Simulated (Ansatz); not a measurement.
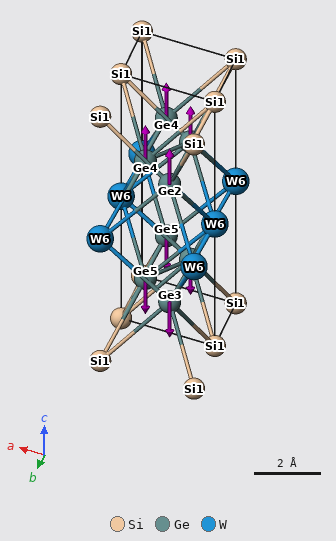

A relaxation of solid SiGe4W (a generated structure, set up in P6/mmm) (coarse preliminary run). The starting structure is drawn; purple arrows show the displacements (the part carried along by the change of the cell is left out), 50 times their true length.

The picture is a ball-and-stick view of the cell of the calculation, repeated 1 × 2 × 1 with one cell outlined, seen from a free direction.

Level of theory: DFT PBE, scalar-relativistic, plane waves, PAW in Ansatz.

The input:
```yaml
crystal:
  lattice:
    - [3.72767736, 0.0, 0.0]
    - [-1.86383868, 3.22826329, 0.0]
    - [0.0, 0.0, 7.96900247]
  atoms:
    - { symbol: Si, position: [0.0, 0.0, 0.0] }
    - { symbol: Ge, position: [0.33333333, 0.66666667, 0.74076873] }
    - { symbol: Ge, position: [0.33333333, 0.66666667, 0.25923127] }
    - { symbol: Ge, position: [0.66666667, 0.33333333, 0.74076873] }
    - { symbol: Ge, position: [0.66666667, 0.33333333, 0.25923127] }
    - { symbol: W, position: [0.0, 0.0, 0.5] }
basis:
  ecutwfc: 420
kpoints:
  mp_grid: { grid: [6, 6, 2] }
hamiltonian:
  xc: pbe
scf:
  occupations: { method: gaussian, width: 0.1 }
  lower_state_search: "off"
output:
  forces: true
  stress: true
  eigenvalues: true
relax:
  adjacent_minimum: "off"
  f_tol: 0.04
  max_steps: 70
  cell: { stress_tol: 0.4 }
```

Launched with:
```bash
ansatz run input.yaml --threads 1 --pin off --max-ram 2560MiB --backend cpu --events-out ev --progress --plain --runs-dir out
```

> What did the optimiser do to the structure, and how much energy did it gain?

The largest moves relative to the cell, 0.023 Å, are those of Ge2, Ge3, Ge4 and Ge5. Ge3 goes along −c. Si and W stay in place. The volume changes by +10.3 %, with a = b 3.728 → 4.997 Å (+34.1 %), c 7.969 → 4.893 Å (−38.6 %). Among the contacts that change: Ge2–Ge3 4.132 → 2.490 Å, Si1–W6 3.985 → 2.446 Å, Ge2–Ge3 (another image) 3.837 → 2.403 Å, Ge2–Ge4 2.152 → 2.885 Å. New bonds form: Ge2–Ge3 (3.84 → 2.40 Å), Ge4–Ge5 (3.84 → 2.40 Å), Si1–W6 (3.98 → 2.45 Å). Bond angles that change, for instance: W6–Ge2–W6 80.5° → 106.2°, Ge4–Ge2–W6 138.3° → 157.4°, Ge4–Ge2–W6 68.1° → 62.5°. The space group stays P6/mmm (No. 191). After 15 accepted moves (19 points after the start) the energy has fallen by 1111 meV per atom. Largest force component: 0.088 eV/Å at the start, 0.0095 eV/Å at the end. The pressure goes from 30.64 to 0.13 GPa. The line search rejected the trial steps at points 10, 17 of the run. The SCF was repeated twice at an unchanged geometry on a basis and grid sized afresh for the cell, which shifted the energy by 82.8 meV per atom at most.

Limits of the set-up: the k-point mesh is coarse for a cell with partly filled bands.
